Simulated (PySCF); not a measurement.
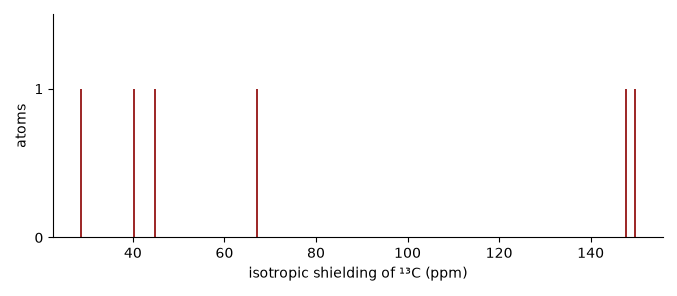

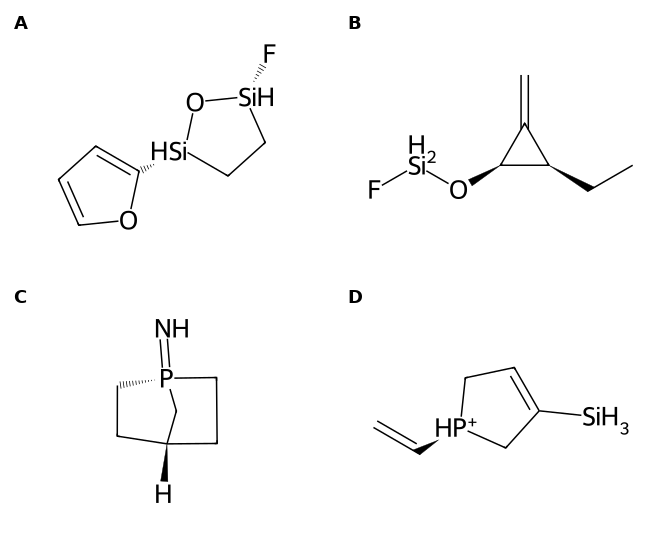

The sticks are computed shieldings of one of the molecules, for one fixed geometry (GFN2-xTB) without averaging over rotations. Low shielding means a high chemical shift. Method: GIAO PBE0/pcSseg-1 NMR shielding, non-relativistic, gas phase (PySCF 2.14.0).

**Which molecule gives this pattern?**

D, `C=C[P@H+]1CC=C([SiH3])C1`. Its 6 C atoms give lines at 28.6, 40.2, 44.8, 67.1, 147.7, 149.7 ppm.

The geometry is semi-empirical. Around P, Si such bond lengths and angles can be off by a tenth of an ångström or more and by several degrees, and values that hang on the shape move with them.
